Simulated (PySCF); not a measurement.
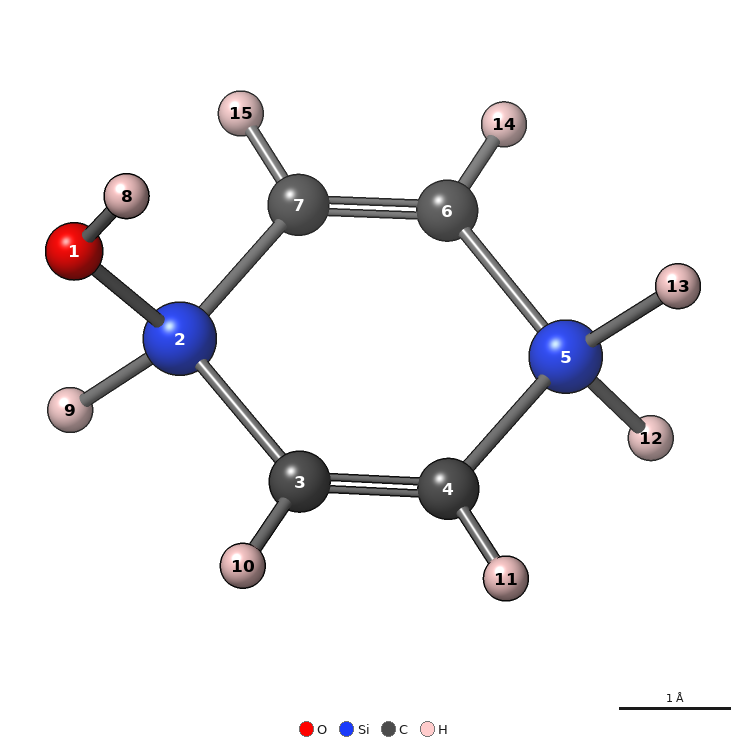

Numbered structure. Computed geometry: PBE0-D3(BJ)/def2-SVP optimisation. No frequency run is at hand to confirm it as a minimum.

**Describe the coordination of atom 2.**

Si2 has 4 neighbours (O1 at 1.67, C3 at 1.87, C7 at 1.87, H9 at 1.49 Å); the arrangement is tetrahedral.

**Describe the coordination of atom 1.**

O1 has 2 neighbours (Si2 at 1.67, H8 at 0.96 Å); the arrangement is bent.

**Describe the coordination of atom 5.**

Si5 has 4 neighbours (C4 at 1.87, C6 at 1.87, H12 at 1.50, H13 at 1.50 Å); the arrangement is tetrahedral.

**How are the neighbours of atom 3 arranged?**

C3 has 3 neighbours (Si2 at 1.87, C4 at 1.35, H10 at 1.10 Å); the arrangement is trigonal planar.

**What is the dihedral angle Si5–C6–C7–Si2?**

1° in size, that is syn (eclipsed).
